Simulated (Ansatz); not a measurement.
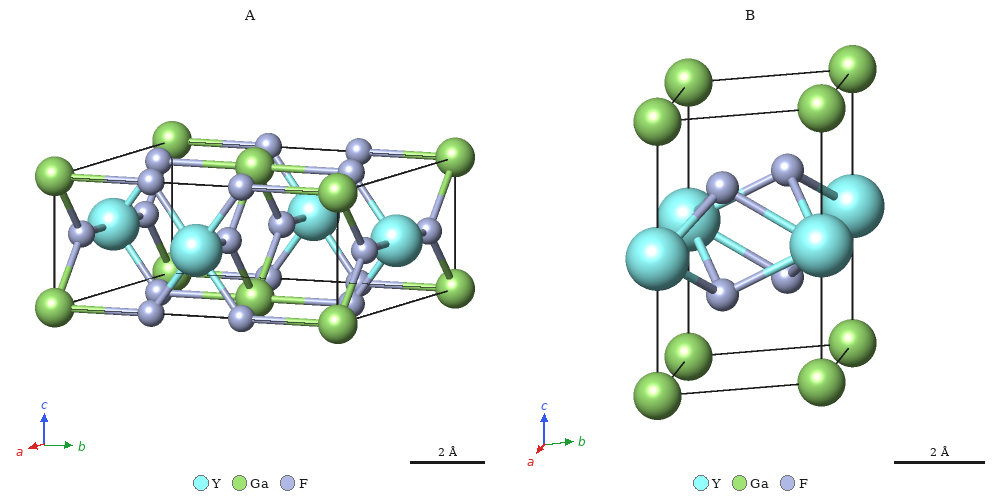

Two structures of YGaF4, each relaxed to rest (conventional cells in solid outline, small ones repeated, not to one scale). Method: Ansatz 0.2.0, DFT PBE, scalar-relativistic, plane waves, PAW, without spin polarisation.

### What are A and B?

A: 12 atoms a cell on a base-centred orthorhombic lattice, Cmmm. B: 6 atoms a cell on a primitive hexagonal lattice, P6/mmm.

### Which structure wins energetically, and by what margin?

A is lower, by 581 meV/atom at this level of theory (energies at zero smearing). Volumes: A 19.8, B 13.7 Å³/atom.

One or both may be structure types tried for this composition rather than known phases.
